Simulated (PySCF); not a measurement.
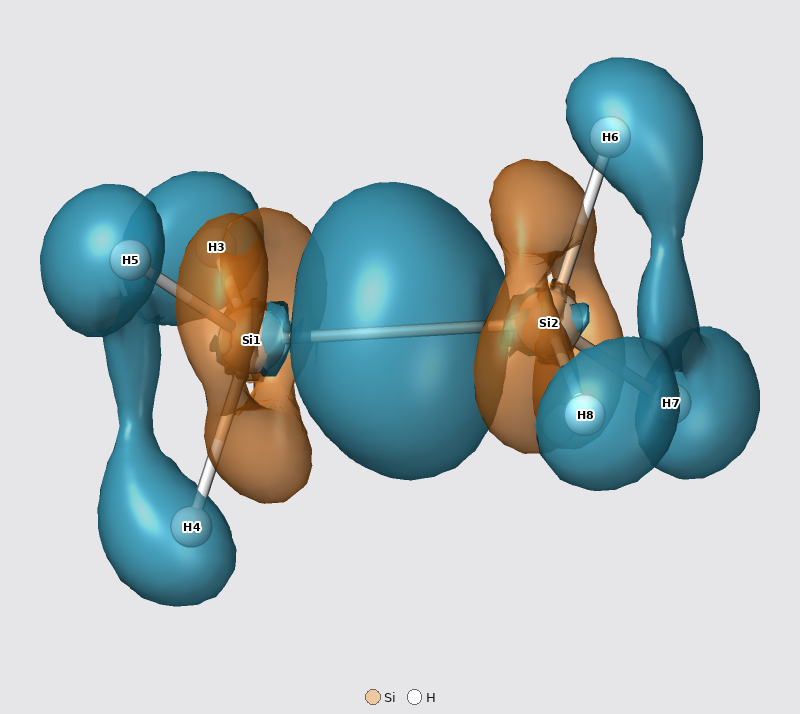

Figure 1: H₆Si₂, SMILES `[SiH3][SiH3]`. Fukui function f⁻ = ρ(N) − ρ(N−1) at fixed geometry, surfaces at ±0.03 e/Å³ (light blue positive, orange negative).

Computed with PySCF, HF/def2-SVPD, geometry: GFN2-xTB. No frequency check shows the geometry to be a minimum.

Coordinates in Å:

```
Si1     -1.1527    0.0003   -0.0001
Si2      1.1525    0.0001    0.0001
H3      -1.7147    0.9302   -0.9832
H4      -1.7103   -1.3225   -0.3124
H5      -1.7150    0.3867    1.2967
H6       1.7147    1.3170    0.3108
H7       1.7147   -0.3895   -1.2958
H8       1.7144   -0.9276    0.9853
```

> On which atoms does the density change most on removal of an electron?

f⁻ (Hirshfeld-condensed) is largest on Si1 and Si2 (0.27 each); the vertical ionisation energy is 10.26 eV. Condensed values hint at sites of electrophilic attack but needn't mark the atom that reacts. Orbital relaxation makes it negative in places (0.23 e in all).

| atom | f⁻ | charge |
| --- | --- | --- |
| Si1 | +0.27 | +0.24 |
| Si2 | +0.27 | +0.24 |
| H3 | +0.08 | −0.08 |
| H4 | +0.08 | −0.08 |
| H5 | +0.08 | −0.08 |
| H6 | +0.08 | −0.08 |
| H7 | +0.08 | −0.08 |
| H8 | +0.08 | −0.08 |
